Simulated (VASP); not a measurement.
Band structure of SiC (zinc blende). Calculation: PW91 GGA, VASP's PBE PAW potentials (set 64) (plane waves; VASP 6.6.1).

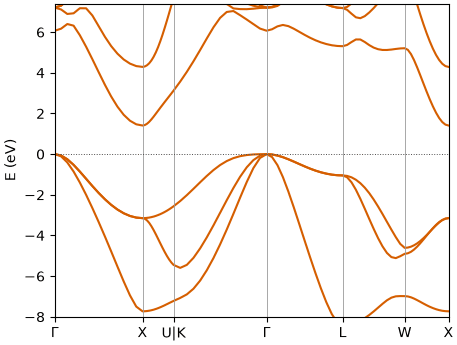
Figure. Bands along high-symmetry lines, zero at the valence-band maximum or, without a gap, the Fermi level

Problem. Read the plot: is there a gap, and where are the band edges?

Solution. The gap is indirect, 1.41 eV, from the valence maximum at Γ to the conduction minimum at X. (Edges off the drawn lines would not show.)

Measured: gap 2.53 eV (computed value off by -1.12 eV), as given by Wei Chen et al., Physical Review Materials (2018), doi:10.1103/physrevmaterials.2.073803 [zero-point renormalisation of 0.11 eV added back (the table's ZPR column)].

The compound is SiC in the zinc blende structure. It was relaxed first.
